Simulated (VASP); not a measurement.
Band structure of SnO (relaxed from the wurtzite structure, space group P6_3mc). Calculation: PBE GGA, VASP's PBE PAW potentials (set 64) (plane waves; VASP).

Unless said otherwise, spin-orbit coupling is left out, though it shifts the bands of the heavy elements here.

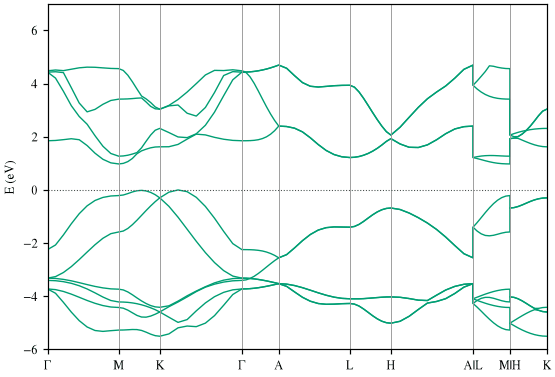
Figure: Bands along high-symmetry lines, zero at the valence-band maximum or, without a gap, the Fermi level

Read the plot: is there a gap, and where are the band edges?

The gap is indirect, 0.98 eV, from the valence maximum at K-Γ at 0.22 to the conduction minimum at M. (Edges off the drawn lines would not show.)

The structure was generated: SnO was put into the wurtzite type (P6_3mc), which need not be its known phase. It was relaxed first, which changed the volume by +56 %.
